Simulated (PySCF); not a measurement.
## Electronic structure of C$_{2}$H$_{8}$F$_{3}$NSi$_{2}$ (SMILES FC(F)(F)CN[SiH2][SiH3]) in real space

```yaml
atoms:
  - { symbol: F, position_ang: [3.6435, -0.1495, 0.6262] }
  - { symbol: C, position_ang: [2.3494, -0.3748, 0.3483] }
  - { symbol: F, position_ang: [2.2879, -0.6991, -0.9496] }
  - { symbol: F, position_ang: [1.9945, -1.4745, 1.0331] }
  - { symbol: C, position_ang: [1.4686, 0.8221, 0.7043] }
  - { symbol: N, position_ang: [0.0755, 0.5350, 0.5897] }
  - { symbol: Si, position_ang: [-0.7773, 0.6128, -0.9197] }
  - { symbol: Si, position_ang: [-2.9954, 0.3537, -0.3634] }
  - { symbol: H, position_ang: [1.7346, 1.1145, 1.7274] }
  - { symbol: H, position_ang: [1.7278, 1.6330, 0.0210] }
  - { symbol: H, position_ang: [-0.2207, -0.1504, 1.2687] }
  - { symbol: H, position_ang: [-0.2868, -0.3482, -1.9219] }
  - { symbol: H, position_ang: [-0.3839, 1.9381, -1.4194] }
  - { symbol: H, position_ang: [-3.7938, 0.2286, -1.5846] }
  - { symbol: H, position_ang: [-3.5602, 1.4778, 0.3877] }
  - { symbol: H, position_ang: [-3.2713, -0.8426, 0.4410] }
```

Geometry: GFN2-xTB.

Method: PBE0/pcSseg-1, SCF density, gas phase, non-relativistic (PySCF 2.14.0).

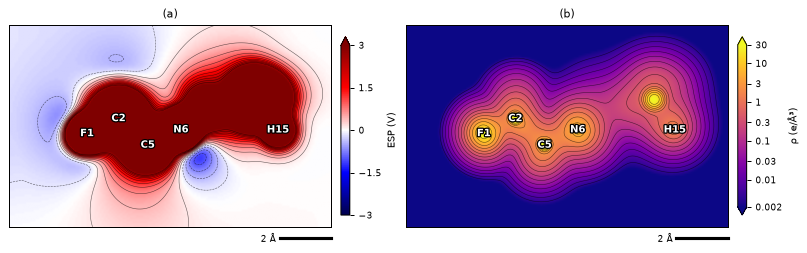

Figure 1. (a) electrostatic potential; (b) total electron density on the plane of atoms F1, C2 and C5.

Q: Interpret the plot.

A:
- Atoms in the plane: F, C, N and H.
- C–F (1.34 Å): the density is about 2.4 e/Å³ at the midpoint.
- C–N (1.43 Å): ρ at the midpoint is about 2 e/Å³.
- C–C (1.53 Å): the density is about 1.8 e/Å³ at the midpoint.
- Outside the dense part of the molecule the potential is most negative (−1.1 V) near N6.

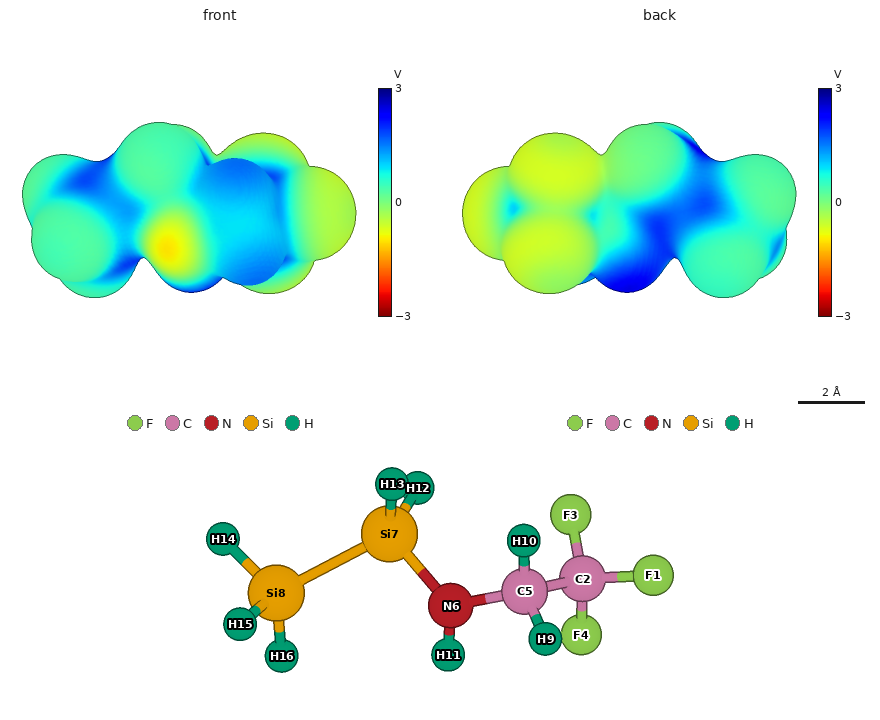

Figure 2. The electrostatic potential painted on the density surface at 0.004 e/bohr³, seen from the front and from behind; red is negative and blue positive. The bare structure is drawn below in the same view.

Q: Which sites attract a positive test charge, and which a negative one?

A: A positive charge is drawn to the negative regions and a negative charge to the positive ones. The most negative region (about −0.9 V) lies over N6, the most positive (about +2.3 V) over Si7 and H11.

Q: What dipole moment does the calculation give?

A: Its dipole moment is 1.59 D.
